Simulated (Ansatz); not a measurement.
# CH6BBrOSi: what the fields show

The calculation's input:

```
crystal:
  periodic: [false, false, false]
  atoms:
    - { symbol: B, position_ang: [-0.9796, 1.6937, 1.0748] }
    - { symbol: O, position_ang: [-0.9993, 0.2917, 0.8342] }
    - { symbol: Si, position_ang: [0.1937, 0.034, -0.3627] }
    - { symbol: C, position_ang: [0.7407, -1.7702, -0.3791] }
    - { symbol: Br, position_ang: [-0.531, 0.6212, -2.4081] }
    - { symbol: H, position_ang: [-0.3662, 2.2345, 1.9149] }
    - { symbol: H, position_ang: [-1.86531, 0.03653, 1.24042] }
    - { symbol: H, position_ang: [1.4821, 0.8155, -0.0353] }
    - { symbol: H, position_ang: [1.0496, -2.0665, 0.6643] }
    - { symbol: H, position_ang: [1.4533, -1.9581, -1.1158] }
    - { symbol: H, position_ang: [-0.2455, -2.3762, -0.604] }
basis:
  gaussian: { orbitals: def2-SVP }
hamiltonian:
  xc: b3lyp
relax:
  f_tol: 0.02
  max_steps: 50
output:
  orbitals: {}
```

Launched as:

```sh
ansatz run input.yaml --threads 2 --pin off --max-ram 3072MiB --backend cpu --events-out ev --progress --plain --runs-dir out
```

The fields are those of the run's last geometry, not of the input's.

These are results of RKS B3LYP/def2-SVP in Ansatz, not measurements.

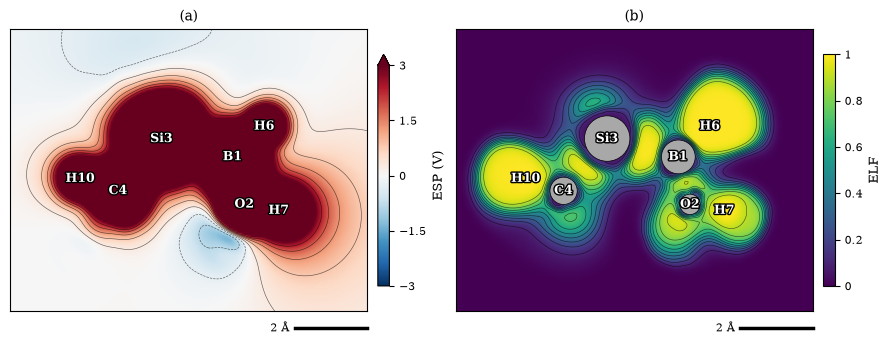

Figure 1. (a) molecular electrostatic potential; (b) electron localisation function on the plane of atoms O2, B1 and H6. Grey discs cover the atomic cores in the ELF map.

Question: What does the map show?

Answer:
- Atoms in the plane: B, O, Si, C and H.
- B–O (1.35 Å): the ELF peaks at about 0.90 between the atoms; a polar covalent bond.
- C–Si (1.88 Å): the ELF peaks at about 0.95 between the atoms; localised, covalent bonding.
- Si–B (2.03 Å): the ELF peaks at about 1 between the atoms (localised, covalent bonding).
- O–H (0.97 Å): the ELF climbs to about 1 towards the hydrogen, as it does in any bond to H (a covalent bond by its length).
- C–H (1.10 Å): the ELF climbs to about 1 towards the hydrogen; an ordinary covalent bond to hydrogen.
- The ELF also peaks beside O2, away from the bonds: lone-pair regions.
- Outside the dense part of the molecule the potential is most negative (−1.3 V) near O2.

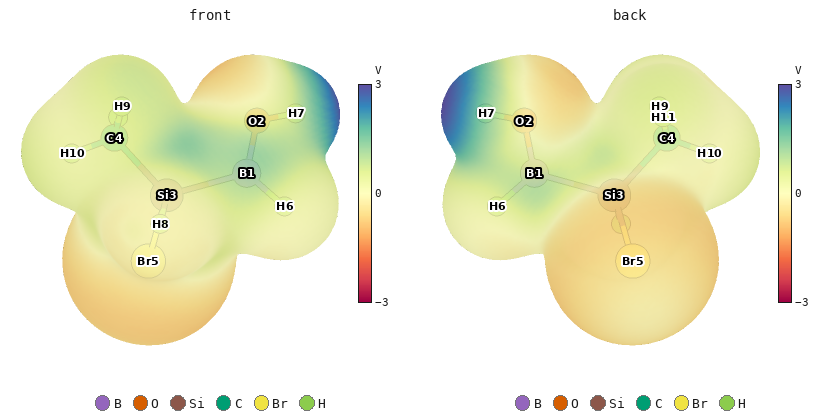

Figure 2. The electrostatic potential painted on the density surface at 0.002 e/bohr³, seen from the front and from behind; red is negative and blue positive.

Question: Describe the electrostatic potential map.

Answer: The most negative region (about −0.8 V) lies over O2 and Br5, the most positive (about +2.9 V) over H7.

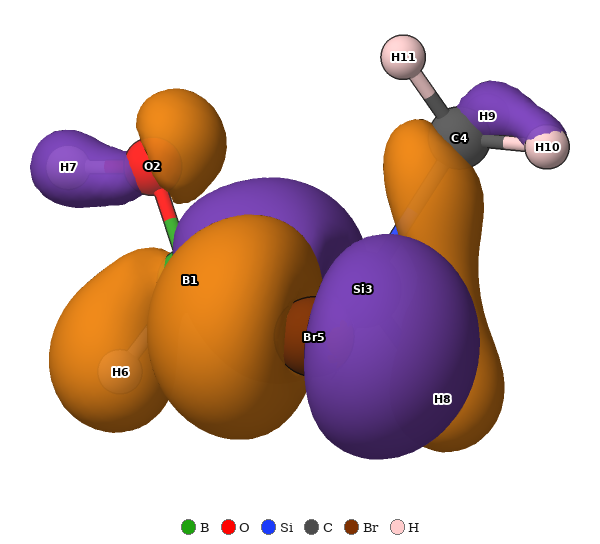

Figure 3. One frontier orbital at ±0.1 Å⁻³ᐟ² (orange and purple are the two phases), seen at an oblique angle.

Question: Which orbital is it: HOMO or LUMO?

Answer: The HOMO, at −7.15 eV. Its weight (Hirshfeld) is mainly on Br5 (about 50 %), B1 (about 15 %) and Si3 (about 15 %).

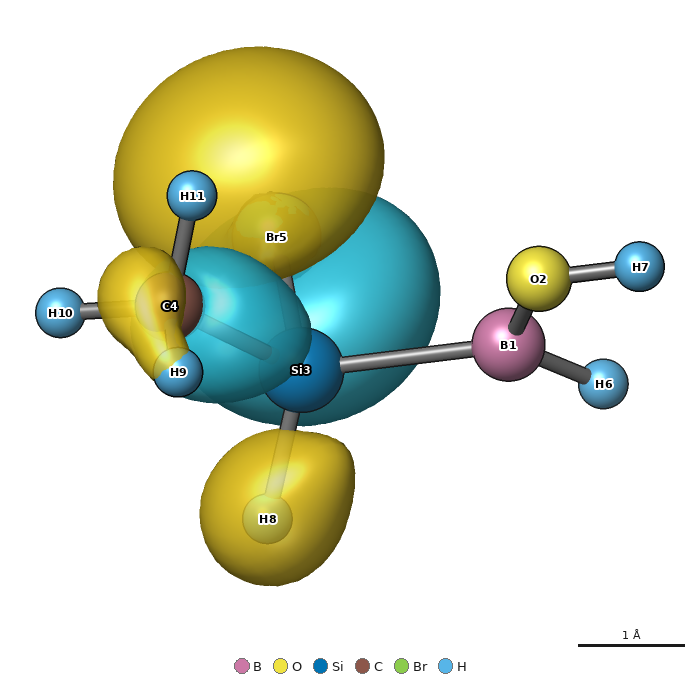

Figure 4. The HOMO−1 at ±0.1 Å⁻³ᐟ² (yellow and cyan are the two phases), seen from one side.

Question: What is the character of this orbital?

Answer: Its weight (Hirshfeld) is mainly on Br5 (about 80 %); largely a lone pair of Br5. Its energy is −7.49 eV.
